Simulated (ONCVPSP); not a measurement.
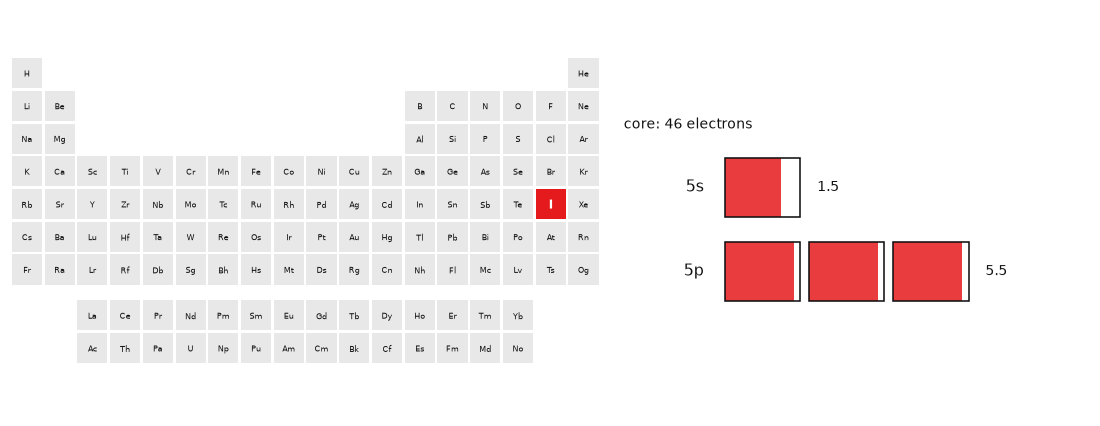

Figure 1. Left, the place of iodine in the periodic table; right, the valence shells of the reference configuration: a box for each of the 2l + 1 orbitals, shaded by the share of the shell that is filled, with the electron count at the right.

**I: pseudopotential generation**

Iodine (I, Z = 53), core [Kr] 4d10, reference valence 5s1.5 5p5.5, valence charge 7. Computed at this level: ONCV potential, PBEsol, scalar-relativistic, made with ONCVPSP 4.0.1.

## Output (extracts)
```
ONCVPSP  (Optimized Norm-Conservinng Vanderbilt PSeudopotential)
scalar-relativistic version 4.0.1

#   n    l    f        energy (Ha)
    1    0    2.00    -1.2116020E+03
    2    0    2.00    -1.8722725E+02
    2    1    6.00    -1.6807094E+02
    3    0    2.00    -3.7799956E+01
    3    1    6.00    -3.1593352E+01
    3    2   10.00    -2.2292489E+01
    4    0    2.00    -6.6524710E+00
    4    1    6.00    -4.7063069E+00
    4    2   10.00    -1.8694288E+00
    5    0    1.50    -6.5467055E-01
    5    1    5.50    -2.7075360E-01

Reference configufation results
  iterations    21
  all-electron total energy (Ha)   -7.11323515D+03

Begin loop to  construct optimized pseudo wave functions
and semi-local pseudopoentials for all angular momenta

WARNING wellstate: negative energy specified for n= 6 l=  0
WARNING scattering state with energy  0.25000000
WARNING will be used for the first projector

   Wellstate for l =  0  n =  6
     eigenvalue =   0.2500
     asymptotic potential =   0.7500
     half-point radius =  5.2800

Calculating optimized projector #   1

 for l=   0

    Fraction of norm inside rc  0.383453
    Optimizing pswf for qcut=   3.11 a_B^-1,  ecut=   4.84 Ha
    Residual kinetic energy error=  2.51D-02 Ha

    Energy error per electron        Cutoff
         Ha          eV             Ha
         0.01000     0.27211        6.12
         0.00100     0.02721       23.26
         0.00010     0.00272       46.31
         0.00001     0.00027       59.11

Calculating optimized projector #   2

 for l=   0

    Fraction of norm inside rc  0.099393
    Optimizing pswf for qcut=   3.11 a_B^-1,  ecut=   4.84 Ha
    Residual kinetic energy error=  1.84D-02 Ha

    Energy error per electron        Cutoff
         Ha          eV             Ha
         0.01000     0.27211        6.13
         0.00100     0.02721       45.61
         0.00010     0.00272       69.85
         0.00001     0.00027       79.94

   Wellstate for l =  1  n =  6
     eigenvalue =   1.5292
     asymptotic potential =   2.0292
     half-point radius =  3.0268

Calculating optimized projector #   1

 for l=   1

    Fraction of norm inside rc  0.293945
    Optimizing pswf for qcut=   3.50 a_B^-1,  ecut=   6.12 Ha
    Residual kinetic energy error=  2.87D-03 Ha

    Energy error per electron        Cutoff
         Ha          eV             Ha
         0.01000     0.27211        2.75
         0.00100     0.02721       12.52
         0.00010     0.00272       42.49
         0.00001     0.00027       76.61

Calculating optimized projector #   2

 for l=   1

    Fraction of norm inside rc  0.234502
    Optimizing pswf for qcut=   3.50 a_B^-1,  ecut=   6.12 Ha
    Residual kinetic energy error=  2.68D-02 Ha

    Energy error per electron        Cutoff
         Ha          eV             Ha
         0.01000     0.27211        7.47
         0.00100     0.02721       21.68
         0.00010     0.00272       62.65

Construct Vanderbilt / Kleinmman-Bylander projectors

B matrix Hermiticity error, ll=   0
   1   2    6.4863E-05

  Orthonormal projector coefficients  2.9311E+01  3.5142E+00

B matrix Hermiticity error, ll=   1
   1   2    1.6591E-04

  Orthonormal projector coefficients  5.3706E+00  8.6751E-01

Model core correction analysis
  based on d2Exc/dn_idn_j

d2excae - all-electron derivatives

   -1.426721D-02   -8.071919D-03
   -8.589733D-03   -5.099052D-03

d2excps - pseudofunction derivatives with no core correction

   -2.294676D-02   -1.269786D-02
   -1.299363D-02   -7.320358D-03

rms 2nd derivative error    5.501423E-03

Polynomial model core charge

d2excps - pseudofunction derivatives with core correction

   -1.420139D-02   -7.990534D-03
   -8.508419D-03   -4.960707D-03

rms 2nd derivative error    9.579352E-05

Pseudoatom total energy  -11.388821

Diagnostic tests using Vanderbilt-Kleinman-Bylander pseudopotentials
  1 or more projectors used as specified by nproj input data

   l    rcore       rmatch      e in        delta e   norm test  slope test

   0   1.7100433   1.7619639  -0.6546705  -0.0000044   1.0000512   1.0001051
   0   1.7100433   1.7619639   0.2500000   0.0000019   1.0002826   1.0002826

   1   1.9044552   1.9622786  -0.2707536   0.0000528   1.0000780   0.9977624
   1   1.9044552   1.9622786   1.5292464   0.0001820   1.0003294   1.0003294

 Testing for bound ghosts
   n   l    E NL Schr. Eq   E Basis Diag.   E Cutoff

   1   0       -0.654675       -0.652487     89.14

   2   1       -0.270701       -0.264243     60.79

 Testing for highly-localized positive-energy ghosts
       l    <radius>/rc     E Basis Diag.   E Cutoff

       0        0.263463        0.853160     89.14  WARNING - GHOST(+)

       0        0.654742       77.622641     89.14  WARNING - GHOST(+)

       1        0.869224        4.100633     60.79  WARNING - GHOST(+)

Test configuration 0

   n   l     f        eae           eps        diff
   1   0  2.0000-1211.60204053
   2   0  2.0000 -187.22724880
   2   1  6.0000 -168.07093707
   3   0  2.0000  -37.79995617
   3   1  6.0000  -31.59335218
   3   2 10.0000  -22.29248891
   4   0  2.0000   -6.65247103
   4   1  6.0000   -4.70630688
   4   2 10.0000   -1.86942878
   5   0  1.5000   -0.65467055   -0.65467498   -4.43D-06
   5   1  5.5000   -0.27075360   -0.27070076    5.28D-05

    Total energies and differences
      AE_ref= -7.11323515D+03  AE_tst= -7.11323515D+03  dif=  0.00D+00
      PS_ref= -1.13888214D+01  PS_tst= -1.13888214D+01  dif=  1.42D-14
      PSP excitation error= -1.42D-14

Test configuration 1

   n   l     f        eae           eps        diff
   1   0  2.0000-1211.57615028
   2   0  2.0000 -187.20165624
   2   1  6.0000 -168.04546277
   3   0  2.0000  -37.77400074
   3   1  6.0000  -31.56741932
   3   2 10.0000  -22.26657274
   4   0  2.0000   -6.62701524
   4   1  6.0000   -4.68107549
   4   2 10.0000   -1.84517483
   5   0  2.0000   -0.64122055   -0.64095887    2.62D-04
   5   1  5.0000   -0.26083573   -0.26072525    1.10D-04

    Total energies and differences
      AE_ref= -7.11323515D+03  AE_tst= -7.11342622D+03  dif= -1.91D-01
      PS_ref= -1.13888214D+01  PS_tst= -1.15798781D+01  dif= -1.91D-01
      PSP excitation error= -1.14D-05

Test configuration 2

   n   l     f        eae           eps        diff
   1   0  2.0000-1211.93252822
   2   0  2.0000 -187.55630247
   2   1  6.0000 -168.40032005
   3   0  2.0000  -38.12777194
   3   1  6.0000  -31.92120958
   3   2 10.0000  -22.62037444
   4   0  2.0000   -6.97902202
   4   1  6.0000   -5.03285415
   4   2 10.0000   -2.19591812
   5   0  2.0000   -0.96678360   -0.96685853   -7.49D-05
   5   1  4.0000   -0.56510435   -0.56513507   -3.07D-05

    Total energies and differences
      AE_ref= -7.11323515D+03  AE_tst= -7.11301643D+03  dif=  2.19D-01
      PS_ref= -1.13888214D+01  PS_tst= -1.11700442D+01  dif=  2.19D-01
      PSP excitation error= -5.60D-05

Test configuration 3

   n   l     f        eae           eps        diff
   1   0  2.0000-1212.33947171
   2   0  2.0000 -187.96004436
   2   1  6.0000 -168.80443787
   3   0  2.0000  -38.52984533
   3   1  6.0000  -32.32331592
   3   2 10.0000  -23.02251521
   4   0  2.0000   -7.37762050
   4   1  6.0000   -5.43097921
   4   2 10.0000   -2.59208297
   5   0  2.0000   -1.32595352   -1.32705635   -1.10D-03
   5   1  3.0000   -0.90141679   -0.90210499   -6.88D-04

    Total energies and differences
      AE_ref= -7.11323515D+03  AE_tst= -7.11228570D+03  dif=  9.49D-01
      PS_ref= -1.13888214D+01  PS_tst= -1.04388125D+01  dif=  9.50D-01
      PSP excitation error= -5.60D-04

Test configuration 4

   n   l     f        eae           eps        diff
   1   0  2.0000-1211.98467261
   2   0  2.0000 -187.60788613
   2   1  6.0000 -168.45164472
   3   0  2.0000  -38.18014411
   3   1  6.0000  -31.97353322
   3   2 10.0000  -22.67266469
   4   0  2.0000   -7.03035363
   4   1  6.0000   -5.08371051
   4   2 10.0000   -2.24474990
   5   0  1.0000   -0.99436014   -0.99512800   -7.68D-04
   5   1  5.0000   -0.58679537   -0.58710415   -3.09D-04

    Total energies and differences
      AE_ref= -7.11323515D+03  AE_tst= -7.11261181D+03  dif=  6.23D-01
      PS_ref= -1.13888214D+01  PS_tst= -1.07651479D+01  dif=  6.24D-01
      PSP excitation error= -3.30D-04
```

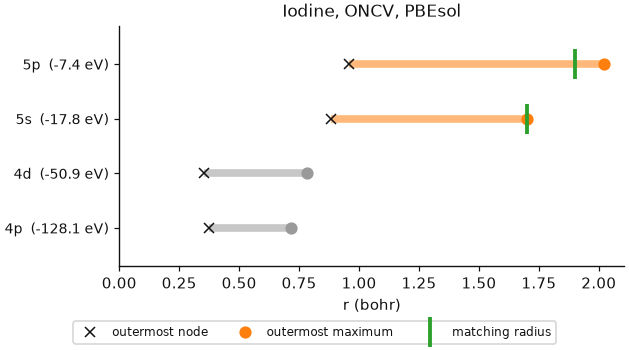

Figure 2. Outer shells of the all-electron reference atom: each bar runs from the outermost node (or the nucleus) to the outermost maximum of u(r); the tick is the radius chosen for the pseudo-wave. Shells without a tick have no pseudo-wave of their own. Levels, nodes and maxima are from ld1.x, scalar-relativistic.

- Radii against the shells: 5s: 1.70 bohr, outside the maximum; 5p: 1.90 bohr, between node and maximum.

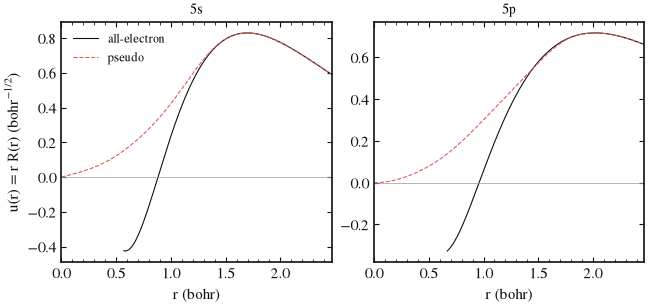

Figure 3. Partial waves u(r) = r R(r), all-electron (solid) and pseudo (dashed). The innermost oscillations of some all-electron curves aren't drawn. Reference configuration 5s1.5 5p5.5.

- Matching radii: 5s at 1.70 bohr; 5p at 1.90 bohr. The curves merge smoothly, so the plot gives these only roughly.
- Nodes of the pseudo-waves: 5s has no node; 5p has no node.

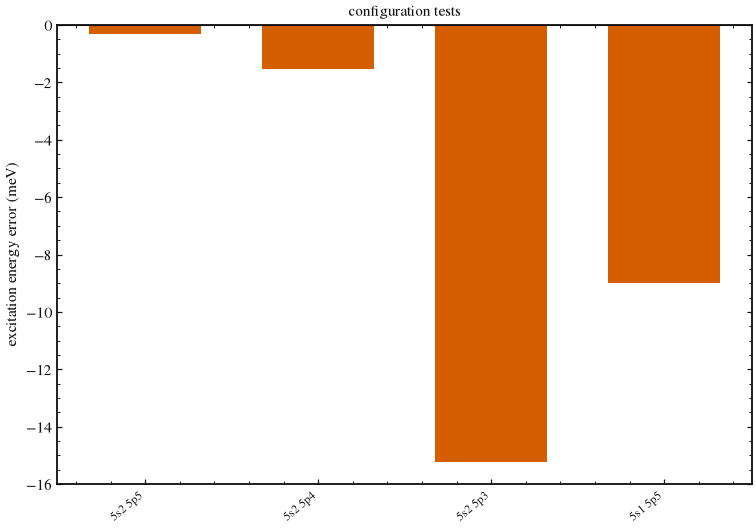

Figure 4. Errors, all-electron minus pseudo, of the energies of valence configurations relative to the unpolarised reference 5s1.5 5p5.5.

- Worst configuration: 5s2 5p3 (charge +2): the error is -15 meV on an all-electron energy of +25.84 eV relative to the reference, or 0.059 %.
- Configurations within 10 meV and within 50 meV: 3 and 4 of 4.

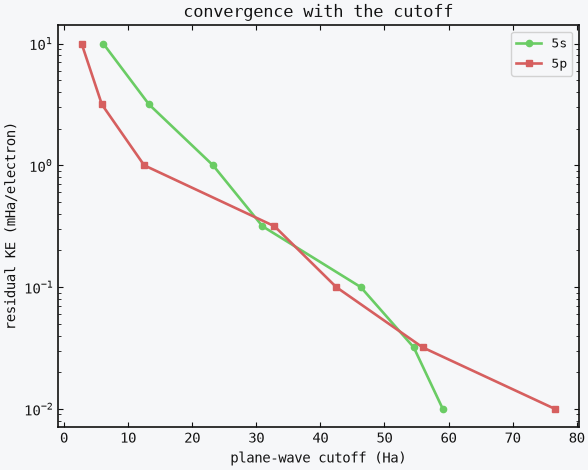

Figure 5. Residual kinetic energy of the pseudo-waves (the first of each channel, and further valence shells) beyond the plane-wave cutoff, as the generator prints it.

- Cutoffs for 1 mHa per electron: 5s: 23 Ha; 5p: 13 Ha.
- Cutoffs for the occupied states: 23 Ha for 1 mHa and 46 Ha for 0.1 mHa per electron. The first is set by 5s.
- Hardest wave at 1 mHa per electron: 5s, with rc = 1.70 bohr and qcut = 3.1 1/bohr. The optimisation minimises, but can't always remove, the kinetic energy above qcut²/2 = 4.8 Ha, and a larger rc would as a rule soften the wave at some cost in transferability.

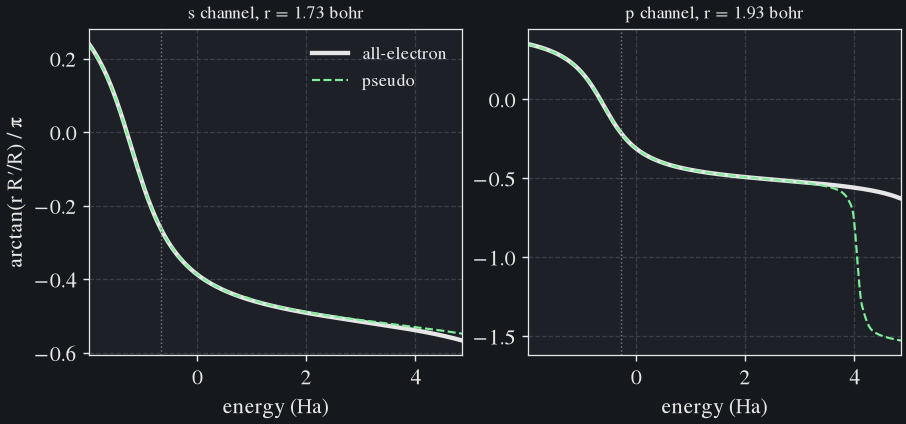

Figure 6. Unwrapped phase arctan(r R′/R) in units of π against energy, all-electron (solid) and pseudo (dashed); the pseudo phase is matched to the all-electron one at the reference energy. Here R(r) is the radial function. The dotted line marks the reference energy of the channel. Not drawn: d: not judged; f: not judged.

- Ghost states: Going away from the reference energies, the phases part by more than π/2 in: p at about 4.1 Ha (above its reference energy, pseudo phase lower, at the flagged ghost). Such a step is either a state that only one of the two atoms has or an ordinary level shifted in energy. The separate test gives: no bound ghost flagged; GHOST(+) flagged for s at 23.2 eV, p at 111.6 eV (flags above 300 eV left out).
- Poles, where the radial function vanishes at the test radius: s: all-electron at 2.4 Ha, pseudo at 2.5 Ha; p: all-electron at 2.2 Ha, pseudo at 2.2 and 4.5 Ha.
- Range over which the phases agree within 0.05 rad: s: up to about 0.8 Ha; p: up to about 3.5 Ha.

## The input
```
# ATOM AND REFERENCE CONFIGURATION
# atsym  z   nc   nv     iexc    psfile
  I 53.00    9    2  -116133      upf
#
#   n    l    f
    1    0    2.00
    2    0    2.00
    2    1    6.00
    3    0    2.00
    3    1    6.00
    3    2   10.00
    4    0    2.00
    4    1    6.00
    4    2   10.00
    5    0    1.50
    5    1    5.50
#
# PSEUDOPOTENTIAL AND OPTIMIZATION
# lmax
    1
#
#   l,   rc,      ep,       ncon, nbas, qcut
    0    1.70    0.00    5    8    3.10
    1    1.90    0.00    3    7    3.50
#
# LOCAL POTENTIAL
# lloc, lpopt,  rc(5),   dvloc0
    4    5    1.60    0.00
#
# VANDERBILT-KLEINMAN-BYLANDER PROJECTORs
# l, nproj, debl
    0    2    0.30
    1    2    1.80
#
# MODEL CORE CHARGE
# icmod, fcfact, rcfact
    1    0.25    0.00
#
# LOG DERIVATIVE ANALYSIS
# epsh1, epsh2, depsh
   -2.00    5.00    0.02
#
# OUTPUT GRID
# rlmax, drl
    6.00    0.01
#
# TEST CONFIGURATIONS
# ncnf
    4
# nvcnf
#   n    l    f
    2
    5    0    2.00
    5    1    5.00
#
    2
    5    0    2.00
    5    1    4.00
#
    2
    5    0    2.00
    5    1    3.00
#
    2
    5    0    1.00
    5    1    5.00
#
```

Command:
```bash
oncvpsp.x < I.dat > I.out
```

## Results in brief

- outcome: generated
- cutoffs needed: 23 Ha and 46 Ha (the cutoffs at which the residual kinetic energy of the hardest occupied pseudo-wave falls to 1 and 0.1 mHa per electron)
- ghost test: no bound ghost flagged; GHOST(+) flagged for s at 23.2 eV, p at 111.6 eV (flags above 300 eV left out)
- largest excitation error: -15 meV (all-electron minus pseudo) for 5s2 5p3, out of 4 test configurations
- rms error of d²Exc/dni dnj: 5.50 mHa without and 0.10 mHa with the model core
- range over which the phases arctan(r R′/R) at the test radius agree within 0.05 rad (a looser test near the poles than one of phase shifts): s: up to about 0.8 Ha; p: up to about 3.5 Ha; d: not judged, local potential alone; f: not judged, local potential alone
- hardware: 1 CPU thread, shared host
- wall time: 3.9 s

## Remarks

The scattering phases part by more than π/2 and stay apart in p from about 4.1 Ha: a level there is either far displaced or one that only the pseudo-atom has. Warnings of the program, in the generation or the tests: wellstate: negative energy specified for n= 6 l= 0.
